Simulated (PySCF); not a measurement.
C4H7B, SMILES `B/C=C\C=C`.

PySCF calculation, 6-31G* basis, gas phase; geometry: GFN2-xTB. No frequency check shows the geometry to be a minimum.

Input script:

```python
import numpy as np
from pyscf import gto, scf, dft, mcscf, mrpt
from pyscf.mcscf import avas

def solve(mol, dm0=None, hcore=None):
    mf = scf.ROHF(mol) if mol.spin else scf.RHF(mol)
    mf = mf.density_fit(auxbasis='def2-universal-jkfit')
    mf.conv_tol, mf.max_cycle = 1e-8, 80
    if hcore is not None:
        mf.get_hcore = lambda *args: hcore
    mf.kernel(dm0)
    if not mf.converged:
        mf = mf.newton().run(mf.mo_coeff, mf.mo_occ, max_cycle=30)
    assert mf.converged, 'SCF not converged'
    return mf

mol = gto.M(atom='''
B     -2.17871     0.71656     0.00000
C     -1.34958    -0.57930     0.00000
C     -0.00354    -0.70227     0.00000
C      0.94860     0.37820     0.00000
C      2.26574     0.17860     0.00000
H     -1.68510     1.77665     0.00000
H     -3.34731     0.63997     0.00000
H     -1.89156    -1.52091     0.00000
H      0.44276    -1.69322     0.00000
H      0.55229     1.38212     0.00000
H      2.68784    -0.81388     0.00000
H      2.96728     0.99510     0.00000
''', basis='6-31g*', charge=0, spin=0, verbose=4)
mf = solve(mol)
ncas, nel, orbs = avas.avas(mf, ['B 2pz', 'C 2pz'], threshold=0.5, openshell_option=3)
print('active space', nel, ncas)
assert 2 <= ncas <= 10, 'active space too large or empty'
mc = mcscf.CASSCF(mf, ncas, nel)
mc.natorb, mc.max_cycle_macro = True, 60
mc.fix_spin_(ss=mol.spin / 2 * (mol.spin / 2 + 1))
mc.kernel(orbs)
occ = mc.mo_occ[mc.ncore:mc.ncore + ncas]
print('natural occupations', occ.round(4))
e2 = mrpt.NEVPT(mc).kernel()
out = dict(c=mc.mo_coeff[:, mc.ncore:mc.ncore + ncas], occ=occ, e=mc.e_tot, e2=e2, ehf=mf.e_tot, ok=mc.converged, nel=nel, w0=abs(mc.ci).max() ** 2, dm=mc.make_rdm1())
# the other spin state at the same geometry
other = mol.copy().set(spin=2).build()
mo = scf.ROHF(other).density_fit(auxbasis='def2-universal-jkfit').run()
na = (nel + other.spin) // 2
m2 = mcscf.CASSCF(mo, ncas, (na, nel - na))
m2.natorb = True
m2.fix_spin_(ss=other.spin / 2 * (other.spin / 2 + 1))
m2.kernel(mc.mo_coeff)
e2o = mrpt.NEVPT(m2).kernel()
print('other state above this one / eV: CASSCF', (m2.e_tot - mc.e_tot) * 27.211386, 'NEVPT2', (m2.e_tot + e2o - mc.e_tot - e2) * 27.211386)
np.savez('result.npz', eo=m2.e_tot, e2o=e2o, oko=m2.converged, occo=m2.mo_occ[mc.ncore:mc.ncore + ncas], co=m2.mo_coeff[:, mc.ncore:mc.ncore + ncas], **out)
```

Launched as:

```sh
OMP_NUM_THREADS=1 python input.py
```

The run took 35 s on 1 thread of Arm Neoverse V2, with other jobs on the host, peak memory 0.22 GiB.

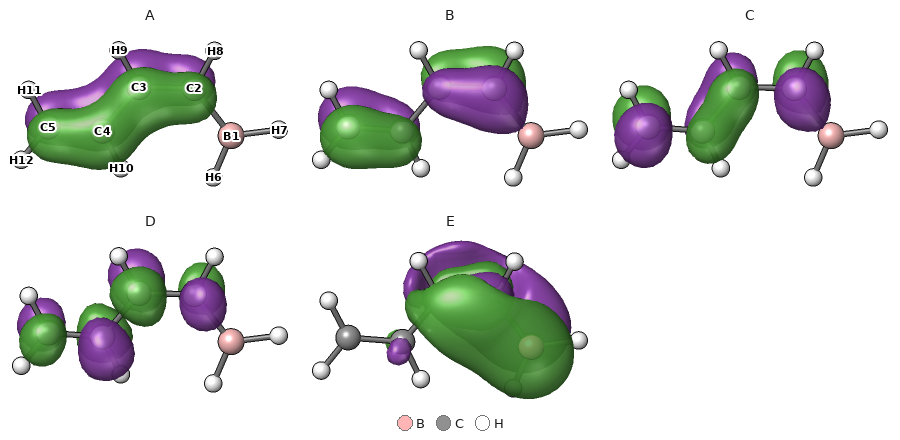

Natural orbitals of the π active space, CASSCF(4,5), singlet state, in order of falling occupation.

What are the natural occupation numbers?

Answer. A 1.93, B 1.88, C 0.12, D 0.06, E 0.00.

How multiconfigurational is the state?

Answer. The leading determinant weighs 0.91; the effective number of unpaired electrons, Σ n²(2−n)², is 0.13; the most occupied of the weakly occupied orbitals holds 0.12 e, as in an ordinary closed-shell π system. The active space lowers the energy by 1.54 eV against Hartree–Fock.

Where does the lowest triplet lie relative to the singlet, at this geometry and within this active space?

Answer. 2.98 eV above it by strongly contracted NEVPT2 (+2.97 eV by CASSCF); a small basis tends to put such gaps a few tenths of an eV too high. This is a vertical energy for π states alone; a state that uses lone pairs or σ orbitals may lie lower.
